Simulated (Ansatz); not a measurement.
# CH₇GaSSi: inputs that go wrong

3 inputs were typed for CH₇GaSSi. Each is run as it stands; the log then has to tell whether the result can be used.

Method: the settings change from run to run; program: Ansatz 0.2.0, Gaussian basis.

**1. The relaxed structure**

An earlier PBE0-D4 in a triple-zeta def2 set relaxation fixed the geometry.

SMILES `[SiH3]C[S][GaH2]`, 11 atoms, charge 0, spin multiplicity 1.

Atoms are counted from 1 here; the program's logs count them from 0.

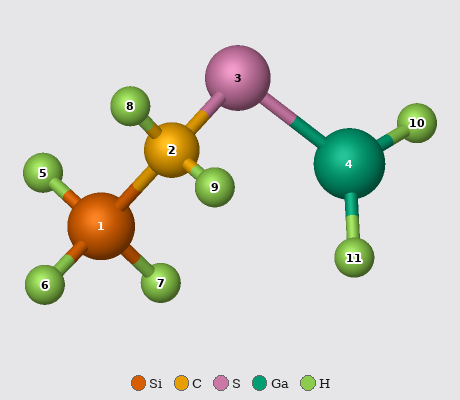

The structure; silicon orange, carbon amber, sulfur pink, gallium teal, hydrogen green; atoms are numbered from 1 in the order of the file.

As a file:

```xyz
11
charge 0, multiplicity 1
Si   -1.1718    1.1541    0.0548
C     0.6471    0.8607    0.4176
S     1.4041   -0.0798   -0.9525
Ga    0.8189   -2.1441   -0.5066
H    -1.3118    1.8809   -1.2319
H    -1.8148    1.9465    1.1409
H    -1.8534   -0.1638   -0.0524
H     1.1876    1.8078    0.4816
H     0.7872    0.3403    1.3665
H     1.2491   -3.2142   -1.5547
H     0.0577   -2.3884    0.8365
```

**2. Attempt 1**

in.yaml reads:

```yaml
crystal:
  periodic: [false, false, false]
  atoms:
    - {symbol: Si, position_ang: [-1.171758, 1.154114, 0.054812]}
    - {symbol: C, position_ang: [0.647084, 0.860695, 0.417647]}
    - {symbol: S, position_ang: [1.404127, -0.079796, -0.952450]}
    - {symbol: Ga, position_ang: [0.818932, -2.144065, -0.506636]}
    - {symbol: H, position_ang: [-1.311817, 1.880899, -1.231861]}
    - {symbol: H, position_ang: [-1.814757, 1.946496, 1.140873]}
    - {symbol: H, position_ang: [-1.853371, -0.163835, -0.052365]}
    - {symbol: H, position_ang: [1.187592, 1.807791, 0.481608]}
    - {symbol: H, position_ang: [0.787170, 0.340288, 1.366498]}
    - {symbol: H, position_ang: [1.249148, -3.214232, -1.554665]}
    - {symbol: H, position_ang: [0.057660, -2.388354, 0.836548]}
basis:
  gaussian: {orbitals: def2-TZVP, fitting: {mean_field: cc-pVTZ-jkfit}, final_grid: {core_spheres: 20, valence_spheres: 16, degree: 47}}
total_charge: -1
magnetization: {spin_polarized: true, initial_magnetization: 1}
hamiltonian: {xc: {name: HF}}
correlation: {method: mp2, frozen_orbitals: {Si: 9}}
accuracy: high
output: {forces: true}
```

Launch:

```
$ ansatz run in.yaml --threads 2 --pin off --events-out ev --progress --plain --max-ram 32768MiB --backend cpu
```

The log of the run:

```text
Functional definition: HF
  name "HF"
  cite "Fock, Z. Phys. 61, 126 (1930) doi:10.1007/BF01340294"
  parent pbe
  exchange = exact_x
  correlation = 0
Error: "frozen_orbitals" has no count for C
```

It took 0.05 s on 2 threads of AMD EPYC 7R13, shared host.

What is wrong: Refused before any calculation. Frozen orbitals are typed for one element alone, and the program wants a count for each. It also asks for charge -1 and multiplicity 2, another species or state than the molecule above. Fix: leave frozen_orbitals out, or give every element a count that its core really has, and set charge and spin to those of the species named.

**3. Attempt 2**

in.yaml reads:

```yaml
crystal:
  periodic: [true, true, true]
  atoms:
    - {symbol: Si, position_ang: [-1.171758, 1.154114, 0.054812]}
    - {symbol: C, position_ang: [0.647084, 0.860695, 0.417647]}
    - {symbol: S, position_ang: [1.404127, -0.079796, -0.952450]}
    - {symbol: Ga, position_ang: [0.818932, -2.144065, -0.506636]}
    - {symbol: H, position_ang: [-1.311817, 1.880899, -1.231861]}
    - {symbol: H, position_ang: [-1.814757, 1.946496, 1.140873]}
    - {symbol: H, position_ang: [-1.853371, -0.163835, -0.052365]}
    - {symbol: H, position_ang: [1.187592, 1.807791, 0.481608]}
    - {symbol: H, position_ang: [0.787170, 0.340288, 1.366498]}
    - {symbol: H, position_ang: [1.249148, -3.214232, -1.554665]}
    - {symbol: H, position_ang: [0.057660, -2.388354, 0.836548]}
basis:
  gaussian: {orbitals: aug-pcseg-2}
magnetization: {spin_polarized: true, initial_magnetization: 0}
hamiltonian: {xc: {name: RPBE}, dispersion: d3bj}
```

Launch:

```
$ ansatz run in.yaml --threads 2 --pin off --events-out ev --progress --plain --max-ram 32768MiB --backend cuda --devices 0, --max-vram 18GiB
```

The log of the run:

```text
Error: YAML parse error: error: line 2 column 3: crystal: missing field `lattice` (a structure is typed as `lattice` and `atoms`, a molecule's as `atoms` in Å alone, or read from a run's directory, `checkpoint`)
 --> <input>:2:3
  |
1 | crystal:
2 |   periodic: [true, true, true]
  |   ^ crystal: missing field `lattice` (a structure is typed as `lattice` and `atoms`, a molecule's as `atoms` in Å alone, or read from a run's directory, `checkpoint`)
3 |   atoms:
4 |     - {symbol: Si, position_ang: [-1.171758, 1.154114, 0.054812]}
  |
```

It took 0.05 s on 1 × H100 (card shared with other runs) with 2 threads of AMD EPYC 7R13, shared host.

Diagnosis: Refused before any calculation. The molecule is marked periodic without a cell. Cure: set periodic to false, or give a lattice.

**4. Attempt 3**

in.yaml reads:

```yaml
crystal:
  periodic: [false, false, false]
  atoms:
    - {symbol: Si, position_ang: [-1.171758, 1.154114, 0.054812]}
    - {symbol: C, position_ang: [0.647084, 0.860695, 0.417647]}
    - {symbol: S, position_ang: [1.404127, -0.079796, -0.952450]}
    - {symbol: Ga, position_ang: [-1.011817, 1.880899, -1.181861]}
    - {symbol: H, position_ang: [-1.311817, 1.880899, -1.231861]}
    - {symbol: H, position_ang: [-1.814757, 1.946496, 1.140873]}
    - {symbol: H, position_ang: [-1.853371, -0.163835, -0.052365]}
    - {symbol: H, position_ang: [1.187592, 1.807791, 0.481608]}
    - {symbol: H, position_ang: [0.787170, 0.340288, 1.366498]}
    - {symbol: H, position_ang: [1.249148, -3.214232, -1.554665]}
    - {symbol: H, position_ang: [0.057660, -2.388354, 0.836548]}
basis:
  gaussian: {orbitals: "6-31G*"}
hamiltonian: {xc: {name: B2GP-PLYP}}
output: {forces: true}
```

Launch:

```
$ ansatz run in.yaml --threads 2 --pin off --events-out ev --progress --plain --max-ram 32768MiB --backend cpu
```

The log of the run:

```text
Functional definition: B2GP-PLYP
  name "B2GP-PLYP"
  cite "Karton, Tarnopolsky, Lamère, Schatz & Martin, J. Phys. Chem. A 112, 12868 (2008) doi:10.1021/jp801805p"
  cite "Becke, Phys. Rev. A 38, 3098 (1988) doi:10.1103/PhysRevA.38.3098"
  cite "Lee, Yang & Parr, Phys. Rev. B 37, 785 (1988) doi:10.1103/PhysRevB.37.785"
  parameter a = 0.65
  parameter c = 0.36
  exchange = (1 - a)*b88_x + a*exact_x
  correlation = (1 - c)*lyp_c + c*(mp2_os + mp2_ss)
1024 factors; integrals over basis functions are off by at most 9.7e-4 eV
mean field evaluation 1: about -71890.5823 eV, gradient 5.1e1 eV
mean field evaluation 2: about -71890.7957 eV, gradient 5.1e1 eV
mean field evaluation 4: about -71893.4908 eV, gradient 3.9e1 eV
mean field evaluation 8: about -71898.1858 eV, gradient 1.1e0 eV
mean field evaluation 16: about -71898.2254 eV, gradient 3.4e-2 eV
mean field evaluation 32: about -71898.2255 eV, gradient 3.1e-5 eV
mean field evaluation 64: about -71889.9517 eV, gradient 9.4e0 eV
mean field -71898.22554068 eV, -2642.2110542525 hartree, gradient 3.3e-6 eV, S^2 0.000000; 2 other end points of the search recorded, 0 dependent functions left out; unrestricted orbitals would lower it
20 core orbitals not correlated: weight in the atoms' cores, before any rotation towards them, 0.971 or more for the frozen orbitals, at most 0.040 for the correlated occupied ones
reference -71898.22567981 eV, -2642.2110593653 hartree; 17, 17 occupied and 65, 65 virtual orbitals, 1024 factors
second order -22.80637669 eV of doubles, -0.00000000 eV of singles
the calculation of the forces begins
Total energy: -71906.43597542 eV, -2642.5127821638 hartree
Atom 0 at    -1.171758     1.154114     0.054812 Å, force    -9.038551   -34.296537    55.591859 eV/Å
Atom 1 at     0.647084     0.860695     0.417647 Å, force     2.825540     0.774063    -0.866715 eV/Å
Atom 2 at     1.404127    -0.079796    -0.952450 Å, force    -1.651868     0.796712    -0.519340 eV/Å
Atom 3 at    -1.011817     1.880899    -1.181861 Å, force  2155.676181    30.490761   305.132308 eV/Å
Atom 4 at    -1.311817     1.880899    -1.231861 Å, force -2146.447282     2.914547  -361.469272 eV/Å
Atom 5 at    -1.814757     1.946496     1.140873 Å, force    -0.360910     0.079333     0.230857 eV/Å
Atom 6 at    -1.853371    -0.163835    -0.052365 Å, force     0.086722    -0.651785     1.162921 eV/Å
Atom 7 at     1.187592     1.807791     0.481608 Å, force    -0.326823    -0.016027     0.323916 eV/Å
Atom 8 at     0.787170     0.340288     1.366498 Å, force    -0.704860     0.025237     0.355125 eV/Å
Atom 9 at     1.249148    -3.214232    -1.554665 Å, force    -0.266513     0.093908     0.518936 eV/Å
Atom 10 at     0.057660    -2.388354     0.836548 Å, force     0.208365    -0.210212    -0.460596 eV/Å
Dipole moment:    -0.346207     0.065584     0.661635 e Å
```

It took 12 s on 2 threads of AMD EPYC 7R13, shared host.

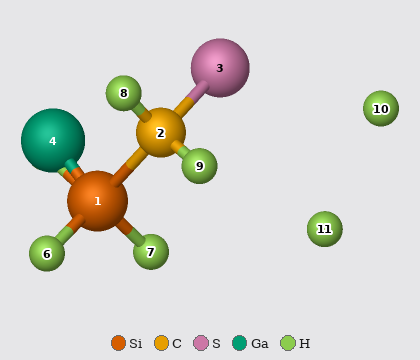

The geometry of this input.

**Diagnosis.** It ended without an error, which proves nothing about the input. One atom was put on top of another. The shortest distance is 0.30 Å (Ga4–H5), against 1.09 Å in the relaxed molecule. Its energy is no property of the relaxed molecule. To mend it, restore the atom's position.

**5. Summary**

```
attempt             level      ended                                                                                    cause    time
      1     MP2/def2-TZVP    refused  frozen orbitals are typed for one element alone, and the program wants a count for each  0.05 s
      2  RPBE/aug-pcseg-2    refused                                           the molecule is marked periodic without a cell  0.05 s
      3  B2GP-PLYP/6-31G*  converged                                                       one atom was put on top of another    12 s
```

2 refused, 1 converged. A refusal costs next to no computing time. The dangerous case is the input that converges on a wrong geometry, charge, spin, basis or grid: often only a look at the input shows it.
